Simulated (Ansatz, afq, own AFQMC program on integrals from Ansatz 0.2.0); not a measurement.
# Ge₂+ (quartet): AFQMC on the coupled-cluster ladder, cc-pVTZ

How near does AFQMC come to the top of the ladder for Ge₂+ (quartet)?

Program: Ansatz 0.2.0, Gaussian basis, and an in-house AFQMC program (afq) on its integrals; all values are calculated. Level of theory: cc-pVTZ, frozen cores. These are calculated values, not measurements.

The runs, in order: PBE (unrestricted); r2SCAN (unrestricted); PBE0 (unrestricted); B3LYP (unrestricted); CCSD(T) on UHF; wB97M-V (unrestricted); B2PLYP (unrestricted); CCSDT(Q) on UHF; CCSD(T) on UHF; CCSD(T) on UHF; Phaseless AFQMC, CISD trial on UHF.

### 1 The system

The geometry is a PBE0/def2-TZVP stationary point (not a proven minimum) of the parent state, kept for this charge and spin. No spin-orbit coupling is included. The filled d shell of Ge may be among the frozen orbitals whatever the setting's name suggests; the logs give the count.

2 atoms, charge 1, spin multiplicity 4.

Atoms are counted from 1 here; the program's logs count them from 0.

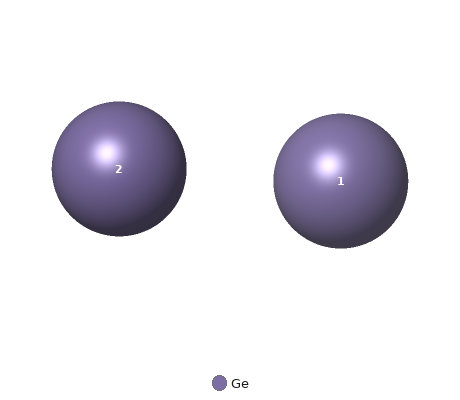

The geometry (germanium purple); atoms are numbered from 1 in the order of the file.

### 2 PBE (unrestricted)

in.yaml reads:

```yaml
crystal:
  periodic: [false, false, false]
  atoms:
    - {symbol: Ge, position_ang: [0.000000, 0.000000, 0.000000]}
    - {symbol: Ge, position_ang: [0.000000, 0.000000, 2.383102]}
basis:
  gaussian: {orbitals: cc-pVTZ}
total_charge: 1
magnetization: {spin_polarized: true, initial_magnetization: 3}
hamiltonian: {xc: {name: PBE}}
output: {orbitals: {seedname: orbitals}}
```

Started as:

```bash
ansatz run in.yaml --threads 1 --pin off --events-out ev --progress --plain --max-ram 8192MiB --backend cpu
```

Standard output:

```text
Functional definition: PBE
  name "PBE"
  cite "Perdew, Burke & Ernzerhof, Phys. Rev. Lett. 77, 3865 (1996) doi:10.1103/PhysRevLett.77.3865"
  parent pbe
  parameter kappa = 0.804
  parameter beta = 0.06672455060314922
  exchange = pbe_x(kappa = kappa, mu = beta*pi^2/3)
  correlation = pbe_c(beta = beta)
714 factors; their error is unknown
mean field evaluation 1: about -113011.1842 eV, gradient 1.2e1 eV
mean field evaluation 2: about -113011.3155 eV, gradient 1.1e1 eV
mean field evaluation 4: about -113012.2186 eV, gradient 3.8e-1 eV
mean field evaluation 8: about -113012.2107 eV, gradient 7.5e-4 eV
mean field -113012.21072909 eV, -4153.1221418665 hartree, gradient 4.8e-6 eV, S^2 3.750888; 0 other end points of the search recorded, 0 dependent functions left out
reference -113012.21076544 eV, -4153.1221432023 hartree; 33, 30 occupied and 53, 56 virtual orbitals, 714 factors
Total energy: -113012.21076544 eV, -4153.1221432023 hartree
```

Wall time 1.9 s (1 thread of AMD EPYC 7R13 (Zen 3), shared host); peak memory 1.6 GiB.

From the report: ⟨S²⟩ of the determinant 3.751 (pure quartet: 3.75).

### 3 r2SCAN (unrestricted)

Changes to in.yaml since step 2:

```diff
@@ -9,3 +9,2 @@
 magnetization: {spin_polarized: true, initial_magnetization: 3}
-hamiltonian: {xc: {name: PBE}}
-output: {orbitals: {seedname: orbitals}}
+hamiltonian: {xc: {name: r2SCAN}}
```

Same command.

Standard output:

```text
Functional definition: r2SCAN
  name "r2SCAN"
  cite "Furness, Kaplan, Ning, Perdew & Sun, J. Phys. Chem. Lett. 11, 8208 (2020) doi:10.1021/acs.jpclett.0c02405"
  cite "Furness, Kaplan, Ning, Perdew & Sun, J. Phys. Chem. Lett. 11, 9248 (2020) doi:10.1021/acs.jpclett.0c03077"
  parent r2scan
  parameter k0 = 0.174
  parameter k1 = 0.065
  parameter a1 = 4.9479
  exchange = r2scan_x(k0 = k0, k1 = k1, a1 = a1)
  correlation = r2scan_c
714 factors; their error is unknown
mean field evaluation 1: about -113027.6173 eV, gradient 1.1e1 eV
mean field evaluation 2: about -113027.8517 eV, gradient 8.9e0 eV
mean field evaluation 4: about -113028.4388 eV, gradient 3.5e-1 eV
mean field evaluation 8: about -113028.4386 eV, gradient 9.1e-4 eV
mean field -113028.43862473 eV, -4153.7185060314 hartree, gradient 1.2e-5 eV, S^2 3.752330; 0 other end points of the search recorded, 0 dependent functions left out
reference -113028.43863845 eV, -4153.7185065355 hartree; 33, 30 occupied and 53, 56 virtual orbitals, 714 factors
Total energy: -113028.43863845 eV, -4153.7185065355 hartree
```

It took 4 s on 1 thread of AMD EPYC 7R13 (Zen 3), shared host; peak memory 1.6 GiB.

From the report: ⟨S²⟩ of the determinant 3.752 (pure quartet: 3.75).

### 4 PBE0 (unrestricted)

Changes to in.yaml since step 3:

```diff
@@ -9,2 +9,3 @@
 magnetization: {spin_polarized: true, initial_magnetization: 3}
-hamiltonian: {xc: {name: r2SCAN}}
+hamiltonian: {xc: {name: PBE0}}
+output: {orbitals: {seedname: orbitals}}
```

The command is unchanged.

Standard output:

```text
Functional definition: PBE0
  name "PBE0"
  cite "Adamo & Barone, J. Chem. Phys. 110, 6158 (1999) doi:10.1063/1.478522"
  cite "Perdew, Burke & Ernzerhof, Phys. Rev. Lett. 77, 3865 (1996) doi:10.1103/PhysRevLett.77.3865"
  parent pbe
  parameter a = 0.25
  parameter kappa = 0.804
  parameter beta = 0.06672455060314922
  exchange = (1 - a)*pbe_x(kappa = kappa, mu = beta*pi^2/3) + a*exact_x
  correlation = pbe_c(beta = beta)
577 factors; integrals over basis functions are off by at most 1.0e-3 eV
mean field evaluation 1: about -113014.2478 eV, gradient 9.1e0 eV
mean field evaluation 2: about -113014.5813 eV, gradient 6.4e0 eV
mean field evaluation 4: about -113014.8592 eV, gradient 2.6e-1 eV
mean field evaluation 8: about -113014.8686 eV, gradient 1.2e-2 eV
mean field evaluation 16: about -113014.8686 eV, gradient 6.3e-6 eV
mean field -113014.86858601 eV, -4153.2198163065 hartree, gradient 6.3e-6 eV, S^2 3.752207; 0 other end points of the search recorded, 0 dependent functions left out
reference -113014.86861325 eV, -4153.2198173077 hartree; 33, 30 occupied and 53, 56 virtual orbitals, 577 factors
Total energy: -113014.86861325 eV, -4153.2198173077 hartree
```

It took 3 s on 1 thread of AMD EPYC 7R13 (Zen 3), shared host; peak memory 1.6 GiB.

From the report: ⟨S²⟩ of the determinant 3.752 (pure quartet: 3.75).

### 5 B3LYP (unrestricted)

Changes to in.yaml since step 4:

```diff
@@ -9,3 +9,2 @@
 magnetization: {spin_polarized: true, initial_magnetization: 3}
-hamiltonian: {xc: {name: PBE0}}
-output: {orbitals: {seedname: orbitals}}
+hamiltonian: {xc: {name: B3LYP}}
```

The command is unchanged.

Standard output (excerpt; [...] marks lines left out):

```text
Functional definition: B3LYP
  name "B3LYP"
  cite "Stephens, Devlin, Chabalowski & Frisch, J. Phys. Chem. 98, 11623 (1994) doi:10.1021/j100096a001"
  cite "Becke, Phys. Rev. A 38, 3098 (1988) doi:10.1103/PhysRevA.38.3098"
  cite "Lee, Yang & Parr, Phys. Rev. B 37, 785 (1988) doi:10.1103/PhysRevB.37.785"
  cite "Vosko, Wilk & Nusair, Can. J. Phys. 58, 1200 (1980) doi:10.1139/p80-159"
[...]
577 factors; integrals over basis functions are off by at most 1.0e-3 eV
[...]
mean field -113031.64468850 eV, -4153.8363267018 hartree, gradient 2.4e-5 eV, S^2 3.751413; 0 other end points of the search recorded, 0 dependent functions left out
reference -113031.64487604 eV, -4153.8363335938 hartree; 33, 30 occupied and 53, 56 virtual orbitals, 577 factors
Total energy: -113031.64487604 eV, -4153.8363335938 hartree
```

It took 3 s on 1 thread of AMD EPYC 7R13 (Zen 3), shared host; peak memory 1.6 GiB.

From the report: ⟨S²⟩ of the determinant 3.751 (pure quartet: 3.75).

### 6 CCSD(T) on UHF

Changes to in.yaml since step 5:

```diff
@@ -9,2 +9,2 @@
 magnetization: {spin_polarized: true, initial_magnetization: 3}
-hamiltonian: {xc: {name: B3LYP}}
+correlation: {method: ccsd_t, electrons: outside_noble_gas, hamiltonian_folder: ham}
```

Started as:

```bash
ansatz run in.yaml --threads 1 --pin off --events-out ev --progress --plain --max-ram 24576MiB --backend cuda --devices 0, --max-vram 18GiB
```

Standard output (excerpt; [...] marks lines left out):

```text
Functional definition: HF
  name "HF"
  cite "Fock, Z. Phys. 61, 126 (1930) doi:10.1007/BF01340294"
  parent pbe
[...]
577 factors; integrals over basis functions are off by at most 1.0e-3 eV
[...]
mean field -112941.46658233 eV, -4150.5223424250 hartree, gradient 1.8e-6 eV, S^2 3.762788; 7 other end points of the search recorded, 0 dependent functions left out
determinant -112941.46658233 eV, -4150.5223424250 hartree, with singles and doubles -112945.53241519 eV, -4150.6717590267 hartree
determinant -112939.69007354 eV, -4150.4570569310 hartree, with singles and doubles -112943.24952114 eV, -4150.5878642176 hartree
determinant -112938.83681350 eV, -4150.4257002031 hartree, with singles and doubles -112942.69907687 eV, -4150.5676357640 hartree
determinant -112938.24910385 eV, -4150.4041022719 hartree, with singles and doubles -112942.73868480 eV, -4150.5690913284 hartree
28 core orbitals not correlated: weight in the atoms' cores, before any rotation towards them, 1.000 or more for the frozen orbitals, at most 0.000 for the correlated occupied ones
reference -112941.46658233 eV, -4150.5223424250 hartree; 5, 2 occupied and 53, 56 virtual orbitals, 577 factors
second order -3.34783796 eV of doubles, -0.00000000 eV of singles
cycle   1  -3.99148241 eV  change   -2.2e-1 eV  update   1.8e-2
[...]
cycle   8  -3.99809423 eV  change   -1.7e-6 eV  update   3.7e-6
perturbative correction -0.23587172 eV, -0.0086681260 hartree
Total energy: -112945.70054829 eV, -4150.6779378041 hartree
```

It took 20 s on 1 × NVIDIA H100 80GB HBM3 with 1 thread of AMD EPYC 7R13 (Zen 3), shared host; peak host memory 1.6 GiB.

From the report: ⟨S²⟩ of the determinant 3.763 (pure quartet: 3.75); correlation -4.2340 eV; T1 0.020; largest double amplitude 0.10.

This run also writes the integrals to the folder ham.

### 7 wB97M-V (unrestricted)

Changes to in.yaml since step 6:

```diff
@@ -9,2 +9,3 @@
 magnetization: {spin_polarized: true, initial_magnetization: 3}
-correlation: {method: ccsd_t, electrons: outside_noble_gas, hamiltonian_folder: ham}
+hamiltonian: {xc: {name: wB97M-V}}
+output: {orbitals: {seedname: orbitals}}
```

Started as:

```bash
ansatz run in.yaml --threads 1 --pin off --events-out ev --progress --plain --max-ram 8192MiB --backend cpu
```

Standard output (excerpt; [...] marks lines left out):

```text
Functional definition: wB97M-V
  name "wB97M-V"
  cite "Mardirossian & Head-Gordon, J. Chem. Phys. 144, 214110 (2016) doi:10.1063/1.4952647"
  cite "Becke, J. Chem. Phys. 107, 8554 (1997) doi:10.1063/1.475007"
  cite "Vydrov & Van Voorhis, J. Chem. Phys. 133, 244103 (2010) doi:10.1063/1.3521275"
  # Of w^i u^j: cxij and so on, Table III.
[...]
  gx(w, u) = 1 - cx + cx01*u + cx10*w
  gss(w, u) = css00 + css04*u^4 + css10*w + css20*w^2 + css43*w^4*u^3
  gos(w, u) = cos00 + cos10*w + (cos20 + cos21*u)*w^2 + (cos60 + cos61*u)*w^6
[...]
      + integral(e_c_pw_mod_opposite_spin*gos(b97_w_opposite, b97_u_opposite)) + vv10(b, c)
577 factors; integrals over basis functions are off by at most 1.0e-3 eV
140 factors; integrals over basis functions are off by at most 1.2e-4 eV
[...]
mean field -113022.89386161 eV, -4153.5147397452 hartree, gradient 3.1e-6 eV, S^2 3.754010; 1 other end points of the search recorded, 0 dependent functions left out
reference -113022.89389429 eV, -4153.5147409461 hartree; 33, 30 occupied and 53, 56 virtual orbitals, 577 factors
Total energy: -113022.89389429 eV, -4153.5147409461 hartree
```

It took 11 s on 1 thread of AMD EPYC 7R13 (Zen 3), shared host; peak memory 1.6 GiB.

From the report: ⟨S²⟩ of the determinant 3.754 (pure quartet: 3.75).

### 8 B2PLYP (unrestricted)

Changes to in.yaml since step 7:

```diff
@@ -9,3 +9,3 @@
 magnetization: {spin_polarized: true, initial_magnetization: 3}
-hamiltonian: {xc: {name: wB97M-V}}
-output: {orbitals: {seedname: orbitals}}
+hamiltonian: {xc: {name: B2PLYP}}
+correlation: {electrons: outside_noble_gas}
```

The command is unchanged.

Standard output (excerpt; [...] marks lines left out):

```text
Functional definition: B2PLYP
  name "B2PLYP"
  cite "Grimme, J. Chem. Phys. 124, 034108 (2006) doi:10.1063/1.2148954"
  cite "Becke, Phys. Rev. A 38, 3098 (1988) doi:10.1103/PhysRevA.38.3098"
  cite "Lee, Yang & Parr, Phys. Rev. B 37, 785 (1988) doi:10.1103/PhysRevB.37.785"
[...]
577 factors; integrals over basis functions are off by at most 1.0e-3 eV
[...]
mean field -113005.59365550 eV, -4152.8789688972 hartree, gradient 1.3e-6 eV, S^2 3.754642; 2 other end points of the search recorded, 0 dependent functions left out
28 core orbitals not correlated: weight in the atoms' cores, before any rotation towards them, 0.999 or more for the frozen orbitals, at most 0.000 for the correlated occupied ones
reference -113005.59377261 eV, -4152.8789732009 hartree; 5, 2 occupied and 53, 56 virtual orbitals, 577 factors
second order -4.37345028 eV of doubles, -0.00000000 eV of singles
Total energy: -113006.77460419 eV, -4152.9223679609 hartree
```

Wall time 4.6 s (1 thread of AMD EPYC 7R13 (Zen 3), shared host); peak memory 1.6 GiB.

From the report: ⟨S²⟩ of the determinant 3.755 (pure quartet: 3.75).

(Part 1 of 2 ends here.)
